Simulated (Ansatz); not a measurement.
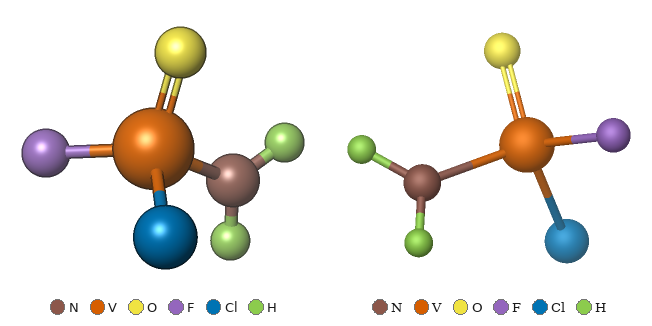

Both panels show the same species.

Charge 0, singlet. The geometry was computed by an optimisation with PBE0-D4/def2-TZVP.

What does the picture show?

Formula ClFH2NOV. As SMILES it reads `[NH2][V@@](=[O])([F])[Cl]`. The point group is C1. Coordination: 1 N trigonal planar; 1 V tetrahedral.

More results for the same structure follow; atom numbers are the same in all pictures, views and colours differ.

**Geometry**

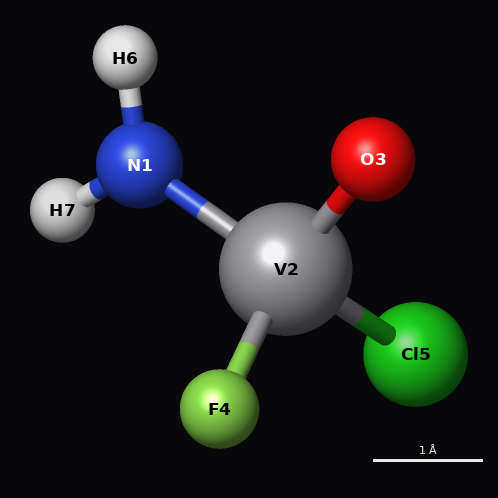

Atoms carry their numbers in the input.

Give these bond angles: V2–N1–H6, V2–N1–H7, H6–N1–H7, N1–V2–O3, N1–V2–F4, N1–V2–Cl5, O3–V2–F4, O3–V2–Cl5, F4–V2–Cl5.

```csv
angle,degrees
V2–N1–H6,125.4
V2–N1–H7,121.8
H6–N1–H7,112.8
N1–V2–O3,104.3
N1–V2–F4,110.4
N1–V2–Cl5,109.5
O3–V2–F4,111.8
O3–V2–Cl5,110.6
F4–V2–Cl5,110.0
```

**Electronic properties**

Properties computed with RKS PBE-D4/def2-TZVPP (Ansatz 0.2.0).

Computed properties:

- dipole moment: 3.40 D
- HOMO energy (Kohn–Sham orbital): −7.48 eV
- LUMO energy (Kohn–Sham orbital): −4.12 eV
- HOMO–LUMO gap: 3.36 eV
- dispersion correction: −16.2 kJ/mol

**Vibrations**

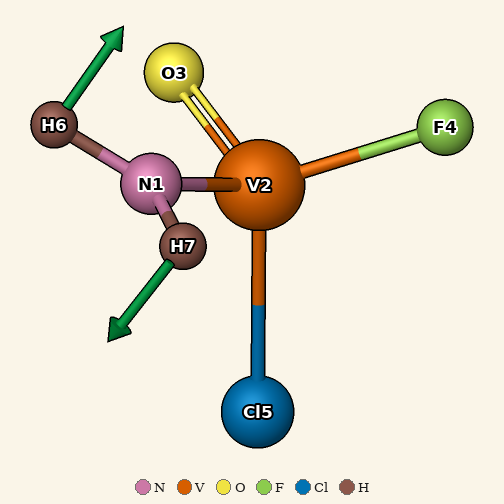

The arrows show one normal mode. Harmonic vibrations computed with RKS PBE0-D4/def2-TZVP (Ansatz 0.2.0) at a stationary point of the same level.

**At what wavenumber does it lie?**

432 cm⁻¹; it is mode 6 of 15 counted from the lowest.

**Thermal motion**

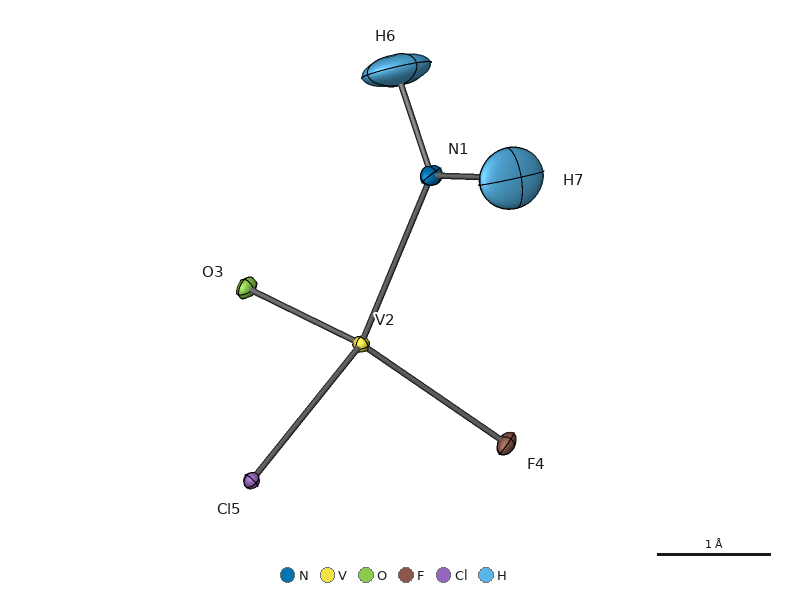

Displacement ellipsoids at the 50 % level, from the internal vibrations of the free molecule (harmonic, no overall translation or rotation; no half-axis is drawn under 0.075 Å). Vibrations computed with RKS PBE0-D4/def2-TZVP (Ansatz 0.2.0). Temperature: 298 K.

**Which atom has the largest mean-square displacement?**

H7, with U_eq = 0.0344 Å².

**Does H7 move more along its bond or across it?**

Across it: the root-mean-square amplitude is 0.082 Å along the bond and up to 0.257 Å across, since bending and torsion are softer than stretching.

List U_eq and the three principal root-mean-square amplitudes for each kind of atom.

```
atom  U_eq (Å²)   rms amplitudes (Å)
  N1     0.0043  0.043, 0.059, 0.088
  V2    0.00090  0.025, 0.032, 0.032
  O3     0.0036  0.041, 0.058, 0.077
  F4     0.0041  0.040, 0.058, 0.085
 Cl5     0.0016  0.034, 0.040, 0.044
  H6     0.0316  0.088, 0.166, 0.244
  H7     0.0344  0.081, 0.176, 0.257
```
